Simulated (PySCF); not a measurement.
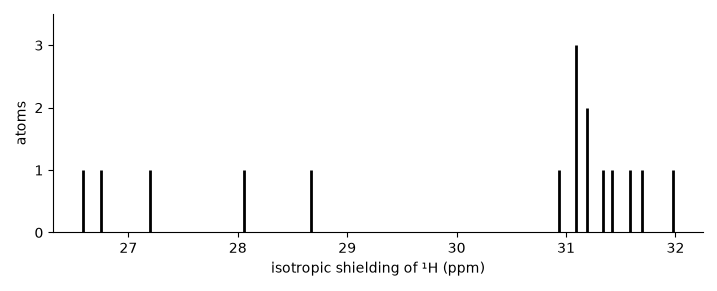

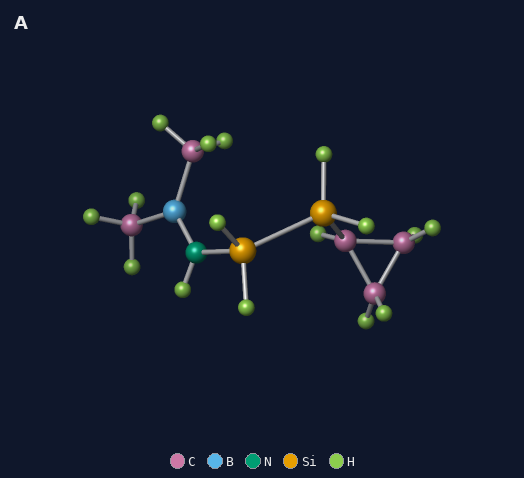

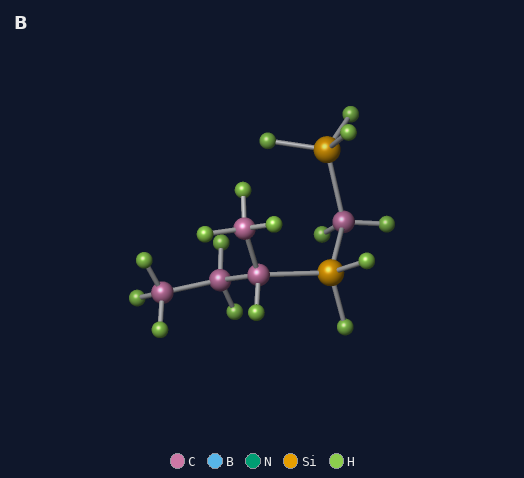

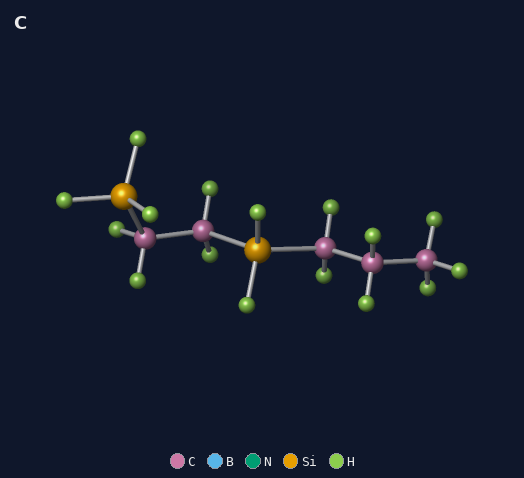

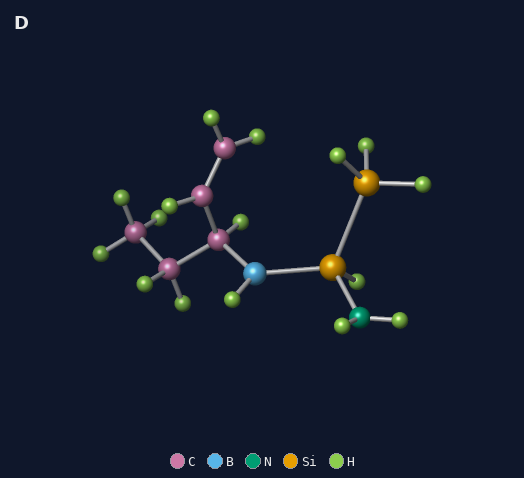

The sticks are computed shieldings of one of the molecules, for one fixed geometry (GFN2-xTB) without averaging over rotations. Low shielding means a high chemical shift. Method: GIAO PBE0/pcSseg-1 NMR shielding, non-relativistic, gas phase (PySCF 2.14.0).

**Which molecule gives this pattern?**

A, `CB(C)N[SiH2][SiH2]C1CC1`. Its 16 H atoms give lines at 26.58, 26.75, 27.20, 28.06, 28.67, 30.94, 31.09 (3 atoms), 31.19 (2 atoms), 31.34, 31.42, 31.59, 31.69, 31.98 ppm.

The geometry is semi-empirical. Around B, Si such bond lengths and angles can be off by a tenth of an ångström or more and by several degrees, and values that hang on the shape move with them.
